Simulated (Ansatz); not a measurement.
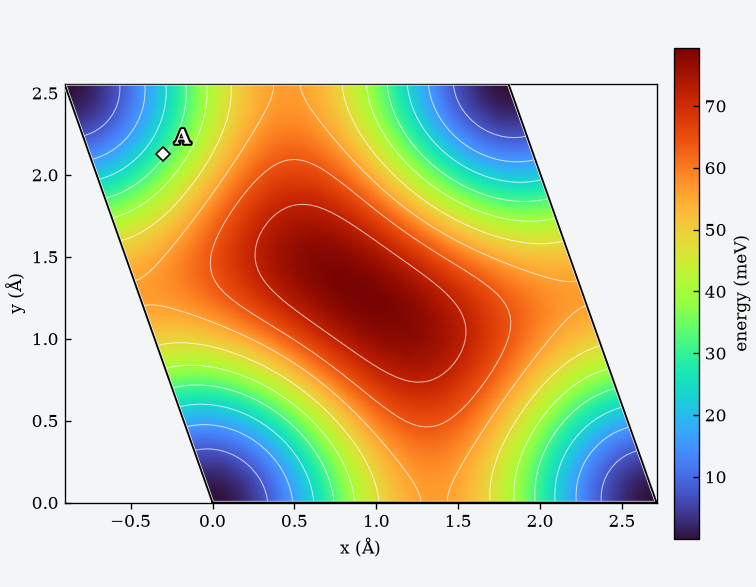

CO on a Mo(110) slab cut from the Im-3m phase, its upper half relaxed before the scan (12 atoms of substrate and one adsorbate in a 2 × 2 cell). CO (O end down) is moved over the surface cell at a fixed height above a rigid substrate; the origin of the map has the adsorbate above Mo9; the height is held at 3.00 Å. Places are given modulo a cell vector. The map is drawn in real space over the plane of the surface. The scan uses a 6 × 6 grid; 13 points were computed and 23 follow by symmetry. Places are given in fractions of the 1 × 1 surface cell. Energies: meV, counted from the lowest grid point. At a fixed height the lowest place need not be the adsorption site. The runs have no spin polarisation; a magnetic state may lie lower. Level of theory: DFT PBE+D3(BJ), scalar-relativistic, plane waves, PAW (Ansatz). Settings: cutoff 420 eV, k-mesh 5×5×1, gaussian smearing 0.1 eV, no spin polarisation.

Drawn: a smooth colour map with a few white contour lines, the outline of one cell of the plane, the point A. Between grid points the surface is interpolated.

Is A at rest? If not, where is it pushed?

A, at (1/6, 5/6) of the cell vectors, is not a stationary point. The computed force is 0.068 eV/Å in the plane, pointing up and left in the picture (components −0.056 and 0.039 eV/Å).

PAW datasets: the set soft_1.
